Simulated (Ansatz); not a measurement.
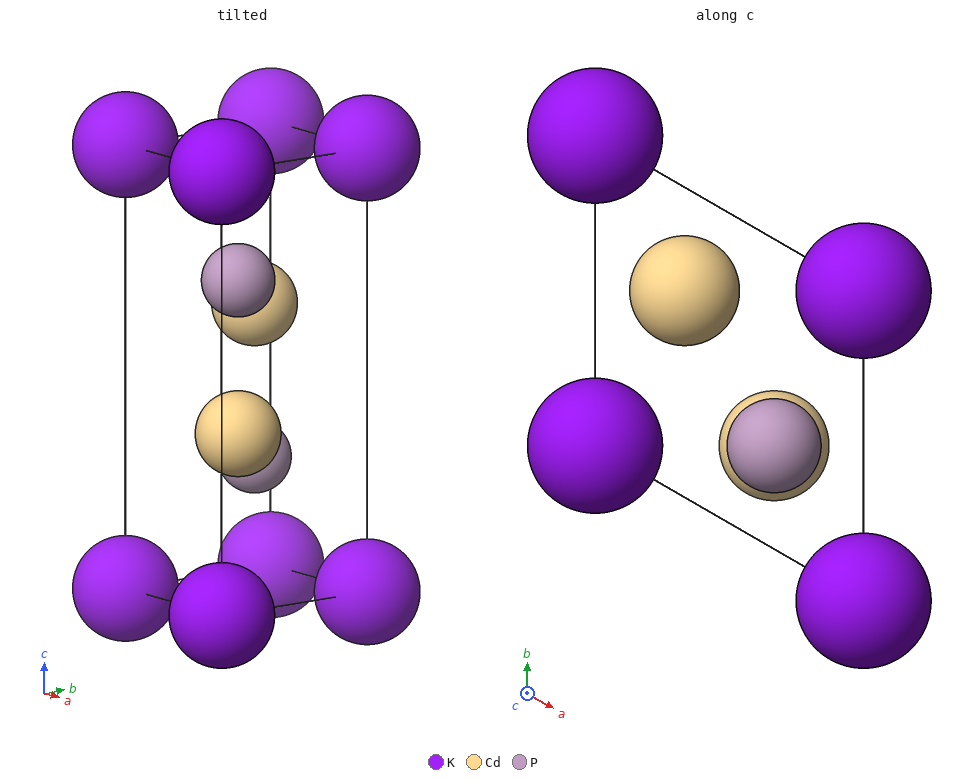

This spheres-only model is shown slightly off an axis and along the c axis. One conventional unit cell is framed, with atoms on its boundary repeated.

KCd2P2, CaAl₂Si₂ type, space group P-3m1 (No. 164), a = 4.359 Å, b = 4.359 Å, c = 8.007 Å, α = 90.00°, β = 90.00°, γ = 120.00°. The cell started as a structure type filled with these elements by a generator (whether the compound takes this form wasn't checked). Earlier steps of the study, as a rule a relaxation of our own, may have changed the cell and positions, so they can lie some per cent off the listed ones. A calculation with Ansatz used it as input.

This one geometry was computed with Ansatz (DFT, plane waves, PAW) at three levels of theory: PBE, LDA and r2SCAN.

### Which level gives the highest pressure at this volume, and what does that say about its equilibrium volume?

Highest: PBE (0.0 GPa), which points to the largest equilibrium volume. Lowest, with the smallest volume: LDA (-4.2 GPa). Levels within 0.5 GPa of each other can't be told apart.

### How does the band gap change with the level of theory?

All levels give a metal, though semilocal functionals underestimate gaps and can close a small one.

### Collect the results in a table.

| level | cutoff (eV) | k-mesh of the run's cell | gap (eV) | pressure (GPa) |
| --- | --- | --- | --- | --- |
| PBE | 420 | 12×12×6 | metal | 0.0 |
| LDA | 420 | 12×12×6 | metal | -4.2 |
| r2SCAN | 500 | 12×12×6 | metal | -1.1 |

Gaps are taken on the k-mesh or band path of each run.
